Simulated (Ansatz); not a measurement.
**GeH2 (SMILES [GeH2]): r2SCAN0/def2-TZVPPD**

What is the energy change on altering one bond length of GeH2 at r2SCAN0/def2-TZVPPD? 

Program for the calculation: Ansatz 0.2.0.

34 further runs of the same task are left out: 34 set aside as unsound or not needed.

## 1. Starting point

GeH2 has 3 atoms, charge 0, and is taken as a singlet. SMILES: `[GeH2]`. Geometry: relaxed at PBE0-D4/def2-TZVP.

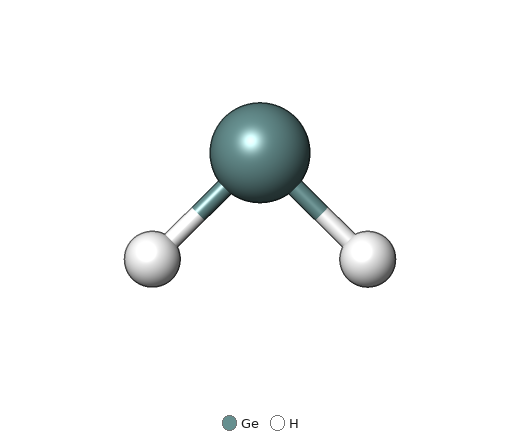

The structure, seen from a chosen angle (germanium teal, hydrogen white).

## 2. A single-point energy at r2SCAN0/def2-TZVPPD

Contents of in.yaml:

```yaml
crystal:
  periodic: [false, false, false]
  atoms:
    - symbol: Ge
      position_ang: [-0.570100, 0.405100, -0.263700]
    - symbol: H
      position_ang: [0.783000, 0.743600, 0.509000]
    - symbol: H
      position_ang: [-0.212900, -1.148700, -0.245300]
basis:
  gaussian: {orbitals: def2-TZVPPD.json}
hamiltonian: {xc: {name: r2SCAN0}}
accuracy: high
output: {orbitals: {seedname: orbitals}}
```

The basis set def2-TZVPPD is read from a file made from the Basis Set Exchange's data (not shown).

Command:

```sh
$ ansatz run in.yaml --threads 1 --pin off --max-ram 3480MiB --events-out events.jsonl --progress --plain --runs-dir runs
```

The log of the run:

```text
Warning: RAYON_NUM_THREADS=1 ignored (pool sized by the plan → 1); use --threads N
Functional definition: r2SCAN0
  name "r2SCAN0"
  parameter a = 0.25
  parameter k0 = 0.174
  parameter k1 = 0.065
  parameter a1 = 4.9479
  exchange = (1 - a)*r2scan_x(k0 = k0, k1 = k1, a1 = a1) + a*exact_x
  correlation = r2scan_c
1286 factors; integrals over basis functions are off by at most 4.5e-9 eV
mean field evaluation 1: about -56547.8845 eV, gradient 1.2e1 eV
mean field evaluation 2: about -56548.0505 eV, gradient 9.7e0 eV
mean field evaluation 4: about -56548.1659 eV, gradient 1.8e0 eV
mean field evaluation 8: about -56548.1931 eV, gradient 3.2e-2 eV
mean field evaluation 16: about -56548.1931 eV, gradient 1.6e-6 eV
mean field -56548.19309908 eV, -2078.1077666493 hartree, gradient 6.8e-8 eV, S^2 0.000000; 0 other end points of the search recorded, 0 dependent functions left out
reference -56548.19309957 eV, -2078.1077666672 hartree; 17, 17 occupied and 71, 71 virtual orbitals, 1286 factors
Total energy: -56548.19309957 eV, -2078.1077666672 hartree
```

Run time: 6.3 s. Hardware: 1 thread of Arm Neoverse V2, shared host; peak memory 0.21 GiB.

## 3. The distorted shape, same level

Contents of molecule.yaml:

```yaml
basis:
  gaussian:
    orbitals: def2-TZVPPD.json
crystal:
  periodic: [false, false, false]
  atoms:
    - {symbol: Ge, position_ang: [-0.623680, 0.638169, -0.266460]}
    - {symbol: H, position_ang: [0.729420, 0.976669, 0.506240]}
    - {symbol: H, position_ang: [-0.212900, -1.148700, -0.245300]}
hamiltonian:
  xc: {name: r2SCAN0}
accuracy: high
output:
  orbitals: {seedname: orbitals}
```

The basis set def2-TZVPPD is read from a file made from the Basis Set Exchange's data (not shown).

Command:

```sh
$ ansatz run molecule.yaml --threads 1 --pin off --max-ram 3480MiB --events-out events.jsonl --progress --plain --runs-dir runs
```

The log of the run:

```text
Warning: RAYON_NUM_THREADS=1 ignored (pool sized by the plan → 1); use --threads N
[... 8 set-up lines as earlier in the session ...]
1275 factors; integrals over basis functions are off by at most 4.7e-9 eV
mean field evaluation 1: about -56547.5145 eV, gradient 1.2e1 eV
mean field evaluation 2: about -56547.6523 eV, gradient 1.1e1 eV
mean field evaluation 4: about -56547.8500 eV, gradient 1.7e0 eV
mean field evaluation 8: about -56547.8758 eV, gradient 4.0e-2 eV
mean field evaluation 16: about -56547.8758 eV, gradient 5.1e-6 eV
mean field -56547.87582413 eV, -2078.0961070099 hartree, gradient 1.5e-8 eV, S^2 0.000000; 0 other end points of the search recorded, 0 dependent functions left out
reference -56547.87582461 eV, -2078.0961070275 hartree; 17, 17 occupied and 71, 71 virtual orbitals, 1275 factors
Total energy: -56547.87582461 eV, -2078.0961070275 hartree
```

Run time: 6 s. Hardware: 1 thread of Arm Neoverse V2, shared host; peak memory 0.21 GiB.

## 4. Outcome

At r2SCAN0/def2-TZVPPD:

| quantity | value |
| --- | --- |
| first shape: total energy | -2078.10777 Eh |
| first shape: HOMO energy | -7.07 eV |
| first shape: LUMO energy | -2.96 eV |
| first shape: HOMO–LUMO gap | 4.11 eV |
| distorted shape: total energy | -2078.09611 Eh |
| distorted shape: HOMO energy | -7.17 eV |
| distorted shape: LUMO energy | -3.06 eV |
| distorted shape: HOMO–LUMO gap | 4.11 eV |
| energy change with the Ge1–H3 bond stretched from 1.594 to 1.834 Å | 0.317 eV |

**Reading.** With the Ge1–H3 bond stretched from 1.594 to 1.834 Å the energy rises by 0.32 eV (7.3 kcal/mol). The first shape isn't relaxed at this level, so the change isn't measured from a minimum.
